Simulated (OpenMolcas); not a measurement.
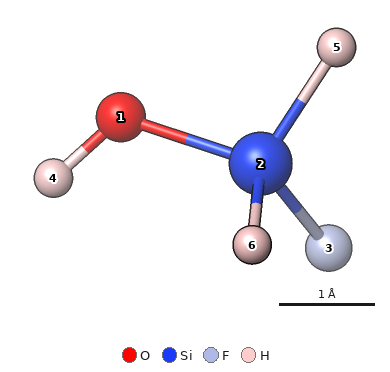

Figure 1. The structure as given in the input (ball-and-stick view, seen at a tilt; atoms are numbered from 1 in the order of the input).

# Energy and gradient calculation of SiH₃OF

SiH₃OF, computed with HF/aug-cc-pVDZ, RHF (OpenMolcas 26.06).

The geometry comes from this level: PBE0-D4/def2-TZVP.

## Input file
```
* FH3OSi Hartree-Fock
&GATEWAY
BASLIB = $CurrDir
COORD = geom.xyz
BASIS = aug-cc-pVDZ
GROUP = NoSym
&SEWARD
&SCF
THRESHOLDS = 1e-10 1e-07 1e-07 1e-05
PRORBITALS = 0
&ALASKA
```

## File geom.xyz
```
6

O     -0.853500    -0.209200    -0.924100
Si     0.378300    -0.009300     0.123900
F      0.180800    -0.922800     1.417800
H     -1.714200     0.150200    -0.705600
H      1.595600    -0.458500    -0.575800
H      0.455100     1.385600     0.617600
```

Machine: 1 thread of Arm Neoverse V1, 24 GiB of memory available, shared host.

Run as:
```bash
export MOLCAS_MEM=1860
pymolcas run.inp > run.log
```

## Output
```
--- Start Module: gateway ---

                                              &GATEWAY

                       available to each process: 1.9 GB of memory, 1 thread

 Basis Set     1 Label: O.AUG-CC-PVDZ
 Basis set is read from library:.
 basistype.tbl is not found

 Basis Set     2 Label: SI.AUG-CC-PVDZ
 Basis set is read from library:.
 basistype.tbl is not found

 Basis Set     3 Label: F.AUG-CC-PVDZ
 Basis set is read from library:.
 basistype.tbl is not found

 Basis Set     4 Label: H.AUG-CC-PVDZ
 Basis set is read from library:.
 basistype.tbl is not found

++    Symmetry information:
      ---------------------

                    Character Table for C1

                             E
                    a        1  x, y, xy, Rz, z, xz, Ry, yz, Rx, I
--

++    Basis set information:
      ----------------------

      Basis set label: O.AUG-CC-PVDZ.........

      Electronic valence basis set:
      ------------------
      Associated Effective Charge   8.000000 au
      Associated Actual Charge      8.000000 au
      Nuclear Model: Point charge

      Shell  nPrim  nBasis  Cartesian Spherical Contaminant
         s      10       4        X
         p       5       3        X
         d       2       2                 X

      Basis set label: SI.AUG-CC-PVDZ.........

      Electronic valence basis set:
      ------------------
      Associated Effective Charge  14.000000 au
      Associated Actual Charge     14.000000 au
      Nuclear Model: Point charge

      Shell  nPrim  nBasis  Cartesian Spherical Contaminant
         s      13       5        X
         p       9       4        X
         d       2       2                 X

      Basis set label: F.AUG-CC-PVDZ.........

      Electronic valence basis set:
      ------------------
      Associated Effective Charge   9.000000 au
      Associated Actual Charge      9.000000 au
      Nuclear Model: Point charge

      Shell  nPrim  nBasis  Cartesian Spherical Contaminant
         s      10       4        X
         p       5       3        X
         d       2       2                 X

      Basis set label: H.AUG-CC-PVDZ.........

      Electronic valence basis set:
      ------------------
      Associated Effective Charge   1.000000 au
      Associated Actual Charge      1.000000 au
      Nuclear Model: Point charge

      Shell  nPrim  nBasis  Cartesian Spherical Contaminant
         s       5       3        X
         p       2       2        X
--

++    Molecular structure info:
      -------------------------

                    ************************************************
                    **** Cartesian Coordinates / bohr, angstrom ****
                    ************************************************

     Center  Label                x              y              z                     x              y              z
        1      O1              -1.612881      -0.395331      -1.746296             -0.853500      -0.209200      -0.924100
        2      SI2              0.714883      -0.017574       0.234137              0.378300      -0.009300       0.123900
        3      F3               0.341662      -1.743839       2.679254              0.180800      -0.922800       1.417800
        4      H4              -3.239369       0.283837      -1.333391             -1.714200       0.150200      -0.705600
        5      H5               3.015247      -0.866439      -1.088104              1.595600      -0.458500      -0.575800
        6      H6               0.860014       2.618405       1.167095              0.455100       1.385600       0.617600

                    ***************************************
                    *    InterNuclear Distances / bohr    *
                    ***************************************

               1 O1            2 SI2           3 F3            4 H4            5 H5            6 H6
    1 O1       0.000000
    2 SI2      3.079497        0.000000
    3 F3       5.022371        3.016269        0.000000
    4 H4       1.810309        4.264282        5.747745        0.000000
    5 H5       4.698375        2.785779        4.702220        6.364237        0.000000
    6 H6       4.866791        2.799975        4.645910        5.339248        4.677081        0.000000

                    *******************************************
                    *    InterNuclear Distances / angstrom    *
                    *******************************************

               1 O1            2 SI2           3 F3            4 H4            5 H5            6 H6
    1 O1       0.000000
    2 SI2      1.629600        0.000000
    3 F3       2.657724        1.596141        0.000000
    4 H4       0.957974        2.256561        3.041576        0.000000
    5 H5       2.486273        1.474171        2.488308        3.367809        0.000000
    6 H6       2.575395        1.481683        2.458510        2.825409        2.475005        0.000000

                    **************************************
                    *    Valence Bond Angles / degree    *
                    **************************************
                          Atom centers                 Phi
                      5 H5       2 SI2      6 H6       113.72
--

            Nuclear Potential Energy            119.52842978 au

--- Stop Module: gateway /rc=_RC_ALL_IS_WELL_ ---

--- Start Module: seward ---

                                              &SEWARD

                       available to each process: 1.9 GB of memory, 1 thread

               SEWARD will generate:
                  Multipole Moment integrals up to order  2
                  Kinetic Energy integrals
                  Nuclear Attraction integrals (point charge)
                  One-Electron Hamiltonian integrals
                  Velocity integrals
                  Orbital angular momentum around (  0.0202  -0.5742   0.4282 )
                  Velocity quadrupole around (  0.0202  -0.5742   0.4282 )
                  Two-Electron Repulsion integrals

                   Integrals are discarded if absolute value <: 1.00E-14
                   Integral cutoff threshold is set to       <: 1.00E-16

            Nuclear Potential Energy            119.52842978 au

      Basis set specifications :
      Symmetry species         a
      Basis functions          100

--- Stop Module: seward /rc=_RC_ALL_IS_WELL_ ---
--- Module seward spent 3 seconds ---

--- Start Module: scf ---

                                                &SCF

                       available to each process: 1.9 GB of memory, 1 thread

++    Input section:
      --------------

      Header of the integral files:

      Cartesian coordinates in angstrom:
      -----------------------------------------------------
      No.  Label        X            Y            Z
      -----------------------------------------------------
       1   O1        -0.85350000  -0.20920000  -0.92410000
       2   SI2        0.37830000  -0.00930000   0.12390000
       3   F3         0.18080000  -0.92280000   1.41780000
       4   H4        -1.71420000   0.15020000  -0.70560000
       5   H5         1.59560000  -0.45850000  -0.57580000
       6   H6         0.45510000   1.38560000   0.61760000
      -----------------------------------------------------
      Nuclear repulsion energy =  119.52842978
--

++    Orbital specifications:
      -----------------------

      Symmetry species               1
                                     a
      Frozen orbitals                0
      Occupied orbitals             17
      Secondary orbitals            83
      Deleted orbitals               0
      Total number of orbitals     100
      Number of basis functions    100
--

      Molecular charge                           0.000

++    Optimization specifications:
      ----------------------------

      SCF Algorithm: Conventional
      Minimized density differences are used
      Number of density matrices in core                 5
      Maximum number of NDDO SCF iterations            400
      Maximum number of HF SCF iterations              400
      Threshold for SCF energy change             1.00E-10
      Threshold for density matrix                1.00E-07
      Threshold for Fock matrix                   1.00E-07
      Threshold for linear dependence             1.00E-09
      Threshold at which DIIS is turned on        1.50E-01
      Maximum depth in the DIIS procedure                5
      Maximum depth in the BFGS Hessian update          30
      Threshold at which QNR/C2DIIS is turned on  7.50E-02
      Threshold for Norm(delta) (QNR/C2DIIS)      1.00E-05
      All orbitals punched on: SCFORB
--

      Input vectors read from INPORB
      Orbital file label: *Guess orbitals

++ Convergence information
                                   SCF        iterations: Energy and convergence statistics

Iter     Tot. SCF        One-elec.       Two-elec.     Energy      Max Dij or  Max Fij      DNorm      TNorm      AccCon     Time
         Energy          Energy          Energy        Change      Delta Norm                                                in Sec.
   1  -464.684067710  -881.448146715   297.235649228   0.00E+00    1.30E-01*   1.09E-01*    8.51E+00   1.62E+02   None         0.
   2  -465.057004951  -882.300634870   297.715200143  -3.73E-01*   6.91E-02*   6.44E-02*    5.28E+00   1.62E+02   EDIIS        0.
   3  -465.091200132  -884.598707741   299.979077833  -3.42E-02*   1.45E-02*   3.00E-02*    1.22E+00   1.63E+02   c2DIIS       0.
   4  -465.107569329  -883.462782878   298.826783773  -1.64E-02*   8.79E-03*   2.14E-03*    2.54E-01   1.63E+02   QNRc2DIIS    0.
   5  -465.107779447  -883.575273391   298.939064167  -2.10E-04*   4.74E-03*   1.20E-03*    6.11E-02   1.63E+02   QNRc2DIIS    0.
   6  -465.107808936  -883.533595731   298.897357019  -2.95E-05*   8.05E-04*   3.95E-04*    1.19E-02   1.63E+02   QNRc2DIIS    0.
   7  -465.107811645  -883.539250432   298.903009011  -2.71E-06*   2.59E-04*   4.99E-05*    2.75E-03   1.63E+02   QNRc2DIIS    0.
   8  -465.107811795  -883.540407287   298.904165716  -1.50E-07*   8.62E-05*   2.38E-05*    1.21E-03   1.63E+02   QNRc2DIIS    0.
   9  -465.107811805  -883.539910487   298.903668906  -1.07E-08*   1.86E-05*   4.77E-06*    2.68E-04   1.63E+02   QNRc2DIIS    0.
  10  -465.107811806  -883.539844120   298.903602538  -5.21E-10*   6.54E-06    2.30E-06*    6.12E-05   1.63E+02   QNRc2DIIS    0.
  11  -465.107811806  -883.539888086   298.903646504  -1.44E-10*   1.86E-06    3.14E-07*    3.20E-05   1.63E+02   QNRc2DIIS    0.
  12  -465.107811806  -883.539891192   298.903649609  -7.84E-12    5.93E-07    1.00E-07*    1.19E-04   1.63E+02   QNRc2DIIS    0.
  13  -465.107811806  -883.539891135   298.903649553   1.93E-12*   7.92E-08    1.75E-08     3.78E-03   1.63E+02   QNRc2DIIS    0.
  14  -465.107811806  -883.539891014   298.903649432  -2.05E-12    2.07E-08    3.18E-09     4.09E-02   1.63E+02   QNRc2DIIS    0.

       Convergence after  14 Iterations
--

 *****************************************************************************************************************************
 *                                             SCF/KS-DFT Program, Final results                                             *
 *                                                       Final Results                                                       *
 *****************************************************************************************************************************

::    Total SCF energy                               -465.1078118061
      One-electron energy                            -883.5398910141
      Two-electron energy                             298.9036494316
      Nuclear repulsion energy                        119.5284297764
      Kinetic energy (interpolated)                   464.8557395946
      Virial theorem                                    1.0005422590
      Total spin, S(S+1)                                0.0000000000
      Total spin, S                                     0.0000000000
      Max non-diagonal density matrix element           0.0000000097
      Max non-diagonal Fock matrix element              0.0000000014

      No orbitals printed

++    Molecular charges:
      ------------------

      Mulliken charges per centre
      ---------------------------

                O1      SI2     F3      H4      H5      H6
      Total    8.8724 12.3860  9.7874  0.8423  1.0482  1.0637

      N-E     -0.8724  1.6140 -0.7874  0.1577 -0.0482 -0.0637

      Total electronic charge=   34.000000

      Total            charge=   -0.000000
--

++    Molecular properties:
      ---------------------

      Charge (e):
                      =   -0.0000
      Dipole Moment (debye):
      Origin of the operator (angstrom)=    0.0107   -0.3039    0.2266
                   X= -6.7285E-01               Y=  1.5460E+00               Z= -3.4343E-01           Total=  1.7207E+00
      Quadrupole Moment (debye*angstrom):
      Origin of the operator (angstrom)=    0.0107   -0.3039    0.2266
                  XX= -2.0621E+01              XY= -1.3056E+00              XZ= -1.0785E-01              YY= -2.5140E+01
                  YZ=  3.5108E-01              ZZ= -2.8714E+01
      In traceless form (debye*angstrom)
                  XX=  6.3061E+00              XY= -1.9583E+00              XZ= -1.6177E-01              YY= -4.7251E-01
                  YZ=  5.2662E-01              ZZ= -5.8335E+00
--

--- Stop Module: scf /rc=_RC_ALL_IS_WELL_ ---
--- Module scf spent 5 seconds ---

--- Start Module: alaska ---

                                              &ALASKA

                       available to each process: 1.9 GB of memory, 1 thread

                     Threshold for contributions to the gradient: 1.000E-07

                    ********************************************
                    * Symmetry Adapted Cartesian Displacements *
                    ********************************************

           Irreducible representation : a
           Basis function(s) of irrep: x, y, xy, Rz, z, xz, Ry, yz, Rx, I

 Basis Label        Type   Center Phase
   1   O1           x         1     1
   2   O1           y         1     1
   3   O1           z         1     1
   4   SI2          x         2     1
   5   SI2          y         2     1
   6   SI2          z         2     1
   7   F3           x         3     1
   8   F3           y         3     1
   9   F3           z         3     1
  10   H4           x         4     1
  11   H4           y         4     1
  12   H4           z         4     1
  13   H5           x         5     1
  14   H5           y         5     1
  15   H5           z         5     1
  16   H6           x         6     1
  17   H6           y         6     1
  18   H6           z         6     1

                     No automatic utilization of translational and rotational invariance of the energy is employed.

 Conventional ERI gradients!

 **************************************************
 *              Molecular gradients               *
 **************************************************

  Irreducible representation: a
 ------------------------------------------------------------------------------------------
                              X                       Y                       Z
 ------------------------------------------------------------------------------------------
  O1                3.03062273842363E-02   -4.77516669019007E-03    4.90050880352833E-03
  SI2              -1.87647298283622E-02   -1.24972659531668E-02    3.49753975752831E-03
  F3                3.23582006314743E-03    9.46704888795402E-03   -1.23516091289382E-02
  H4               -1.51445644966950E-02    7.10030984426790E-03    4.77090124897003E-03
  H5                1.71355422714292E-04   -3.87949895856554E-04   -1.22048753882664E-03
  H6                1.95891454915387E-04    1.09302380705323E-03    4.03146857717251E-04
 ------------------------------------------------------------------------------------------

--- Stop Module: alaska /rc=_RC_ALL_IS_WELL_ ---
--- Module alaska spent 2 seconds ---

.##################.
.# Happy landing! #.
.##################.

    Timing: Wall=11.93 User=9.93 System=1.99
```

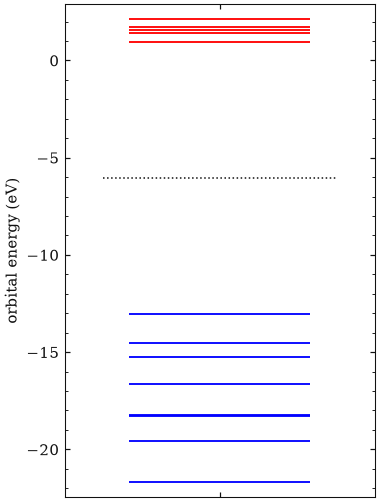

Figure 2. Orbital energies near the frontier; the dotted line parts filled from empty levels, and levels within 0.02 eV of each other stand side by side. Highest filled −13.02 eV, lowest empty 0.93 eV, 13.95 eV apart.

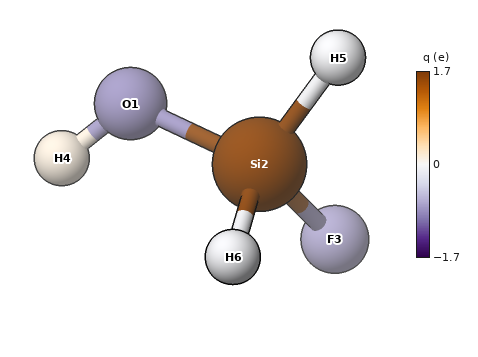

Figure 3. Mulliken charges, as the colour of each atom (ball-and-stick view, seen at a tilt; atoms are numbered from 1 in the order of the input). By element: O −0.87, Si +1.61, F −0.79 and H −0.06 to +0.16 e.

## Summary

```tsv
quantity	value
outcome	converged
total energy	−465.107812 hartree
basis functions	100
largest force	1.598 eV/Å
HOMO	−13.02 eV
LUMO	0.93 eV
dipole moment	1.72 debye
wall time	12 s
peak memory	0.56 GiB
```
